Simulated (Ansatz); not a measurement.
# BHLYP/def2-SVP (core potential) run of CH2FI (fluoroiodomethane)

What is the electronic atomisation energy of CH2FI (fluoroiodomethane) at BHLYP/def2-SVP (core potential)? 

The results are computed with Ansatz 0.2.0.

46 further runs of the same task are left out: 1 that didn't finish, 45 set aside as unsound or not needed.

## 1. The system as given

CH2FI: 5 atoms, total charge 0, spin state singlet. SMILES: `FCI`. The coordinates come from a PBE0-D4/def2-TZVP relaxation.

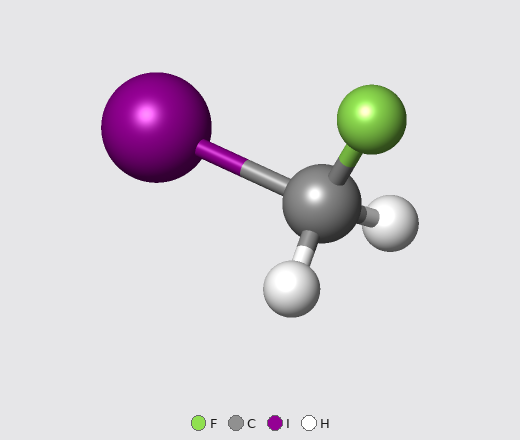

The structure, seen from a chosen angle (fluorine green, carbon grey, iodine purple, hydrogen white).

## 2. The energy at BHLYP/def2-SVP (core potential)

Contents of in.yaml:

```yaml
crystal:
  periodic: [false, false, false]
  atoms:
    - {symbol: F, position_ang: [1.196300, 0.710900, -0.175500]}
    - {symbol: C, position_ang: [0.160600, -0.114100, 0.103400]}
    - {symbol: I, position_ang: [-1.632300, 0.547900, -0.864200]}
    - {symbol: H, position_ang: [0.368100, -1.112000, -0.277200]}
    - {symbol: H, position_ang: [-0.042700, -0.106200, 1.172200]}
basis:
  gaussian:
    orbitals: def2-SVP
hamiltonian:
  xc: {name: BHLYP}
accuracy: high
output: {orbitals: {seedname: orbitals}}
```

Run with:

```bash
$ ansatz run in.yaml --threads 1 --pin off --max-ram 3480MiB --events-out events.jsonl --progress --plain --runs-dir runs
```

The log of the run:

```text
Warning: RAYON_NUM_THREADS=1 ignored (pool sized by the plan → 1); use --threads N
Functional definition: BHLYP
  name "BHLYP"
  parameter a = 0.5
  exchange = (1 - a)*b88_x + a*exact_x
  correlation = lyp_c
1500 factors; integrals over basis functions are off by at most 3.2e-9 eV
mean field evaluation 1: about -11879.9295 eV, gradient 1.9e1 eV
mean field evaluation 2: about -11880.1205 eV, gradient 1.7e1 eV
mean field evaluation 4: about -11880.5306 eV, gradient 2.0e0 eV
mean field evaluation 8: about -11880.7837 eV, gradient 4.2e-2 eV
mean field evaluation 16: about -11880.7837 eV, gradient 1.1e-5 eV
mean field -11880.78371567 eV, -436.6107484665 hartree, gradient 2.6e-8 eV, S^2 0.000000; 0 other end points of the search recorded, 0 dependent functions left out
reference -11880.78373526 eV, -436.6107491863 hartree; 21, 21 occupied and 43, 43 virtual orbitals, 1500 factors
Total energy: -11880.78373526 eV, -436.6107491863 hartree
```

Wall time 5.4 s (1 thread of Arm Neoverse V1, shared host); peak memory 0.19 GiB.

## 3. The C atom

Contents of job.yaml:

```yaml
crystal:
  periodic: [false, false, false]
  atoms:
    - {symbol: C, position_ang: [0.000000, 0.000000, 0.000000]}
basis:
  gaussian:
    orbitals: def2-SVP
magnetization:
  spin_polarized: true
  initial_magnetization: 2
hamiltonian:
  xc: {name: BHLYP}
accuracy: high
```

Run the same way, it converges to -37.80198 Eh (log not shown).

## 4. The F atom, same level

Contents of in.yaml:

```yaml
crystal:
  periodic: [false, false, false]
  atoms:
    - {symbol: F, position_ang: [0.000000, 0.000000, 0.000000]}
basis:
  gaussian:
    orbitals: def2-SVP
total_charge: 0
magnetization:
  spin_polarized: true
  initial_magnetization: 1
hamiltonian:
  xc: {name: BHLYP}
accuracy: high
```

Run with:

```bash
$ ansatz run in.yaml --threads 1 --pin off --max-ram 3480MiB --events-out events.jsonl --progress --plain --runs-dir runs
```

The log of the run:

```text
Warning: RAYON_NUM_THREADS=1 ignored (pool sized by the plan → 1); use --threads N
[... 5 set-up lines as earlier in the session ...]
95 factors; integrals over basis functions are off by at most 1.3e-9 eV
mean field evaluation 1: about -2710.6440 eV, gradient 4.7e0 eV
mean field evaluation 2: about -2710.7031 eV, gradient 7.3e-1 eV
mean field evaluation 4: about -2710.7055 eV, gradient 2.3e-1 eV
mean field evaluation 8: about -2710.7057 eV, gradient 8.1e-4 eV
mean field -2710.70565229 eV, -99.6165953392 hartree, gradient 1.3e-8 eV, S^2 0.751326; 0 other end points of the search recorded, 0 dependent functions left out
reference -2710.70565939 eV, -99.6165956004 hartree; 5, 4 occupied and 9, 10 virtual orbitals, 95 factors
Total energy: -2710.70565939 eV, -99.6165956004 hartree
```

Run time: 0.3 s. Hardware: 1 thread of Arm Neoverse V1, shared host.

## 5. The H atom, same level

Contents of molecule.yaml:

```yaml
crystal:
  periodic: [false, false, false]
  atoms:
    - {symbol: H, position_ang: [0.000000, 0.000000, 0.000000]}
basis:
  gaussian:
    orbitals: def2-SVP
magnetization:
  spin_polarized: true
  initial_magnetization: 1
hamiltonian:
  xc: {name: BHLYP}
accuracy: high
```

Run the same way, it converges to -0.49784 Eh (log not shown).

## 6. The I atom

Contents of job.yaml:

```yaml
crystal:
  periodic: [false, false, false]
  atoms:
    - {symbol: I, position_ang: [0.000000, 0.000000, 0.000000]}
basis:
  gaussian:
    orbitals: def2-SVP
accuracy: high
magnetization:
  spin_polarized: true
  initial_magnetization: 1
hamiltonian:
  xc: {name: BHLYP}
```

Run with:

```bash
$ ansatz run job.yaml --threads 1 --pin off --max-ram 3480MiB --events-out events.jsonl --progress --plain --runs-dir runs
```

The log of the run:

```text
Warning: RAYON_NUM_THREADS=1 ignored (pool sized by the plan → 1); use --threads N
[... 5 set-up lines as earlier in the session ...]
228 factors; integrals over basis functions are off by at most 2.0e-9 eV
mean field evaluation 1: about -8098.8658 eV, gradient 2.3e0 eV
mean field evaluation 2: about -8098.9031 eV, gradient 4.8e-1 eV
mean field evaluation 4: about -8098.9041 eV, gradient 5.0e-1 eV
mean field evaluation 8: about -8098.9062 eV, gradient 3.0e-3 eV
mean field evaluation 16: about -8098.9062 eV, gradient 1.9e-8 eV
mean field -8098.90623219 eV, -297.6293143972 hartree, gradient 1.9e-8 eV, S^2 0.752232; 0 other end points of the search recorded, 0 dependent functions left out
reference -8098.90624629 eV, -297.6293149152 hartree; 13, 12 occupied and 13, 14 virtual orbitals, 228 factors
Total energy: -8098.90624629 eV, -297.6293149152 hartree
```

It took 1.4 s on 1 thread of Arm Neoverse V1, shared host; peak memory 0.098 GiB.

## 7. Summary of results

At BHLYP/def2-SVP (core potential):

```
                     quantity          value
       molecule: total energy  -436.61075 Eh
        molecule: HOMO energy       -8.51 eV
        molecule: LUMO energy        0.12 eV
      molecule: HOMO–LUMO gap        8.63 eV
         C atom: total energy   -37.80198 Eh
                 C atom: ⟨S²⟩          2.003
         F atom: total energy   -99.61660 Eh
                 F atom: ⟨S²⟩          0.751
         H atom: total energy    -0.49784 Eh
                 H atom: ⟨S²⟩          0.750
         I atom: total energy  -297.62931 Eh
                 I atom: ⟨S²⟩          0.752
electronic atomisation energy      15.434 eV
```

In words: Taking the molecule apart into free atoms costs 15.43 eV (356 kcal/mol), before zero-point energy and without spin-orbit coupling.
